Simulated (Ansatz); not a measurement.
The starting structures come from a database of crystals and need not be the phases stable at ambient conditions.

 Where the default PAW files enter, the runs use the earlier of Ansatz's two default sets.

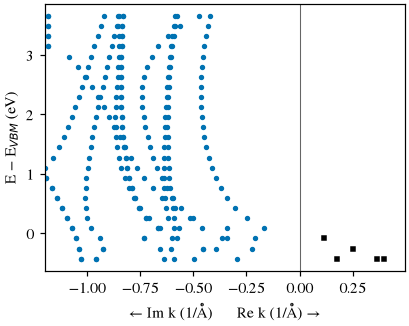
Figure: Complex bands at the centre of the two-dimensional zone; r2SCAN (Ansatz, a program for electronic structure)

The gap is the functional's own, uncorrected, and κ follows it; spin-orbit coupling is left out. Mid-gap values are interpolated between the computed energies.

This is Sr$_{2}$H$_{3}$NO$_{6}$ (P-62m, not sure to be the ambient phase, 12 atoms a cell, 11.7 Å³ an atom, -4 GPa at this level) along the normal of (100). Read off the slowest decay at the centre of the two-dimensional zone at 1.61 eV, the computed energy nearest the middle of the gap.

κ ≈ 0.45 1/Å, a decay length 1/(2κ) of the density of 1.1 Å.
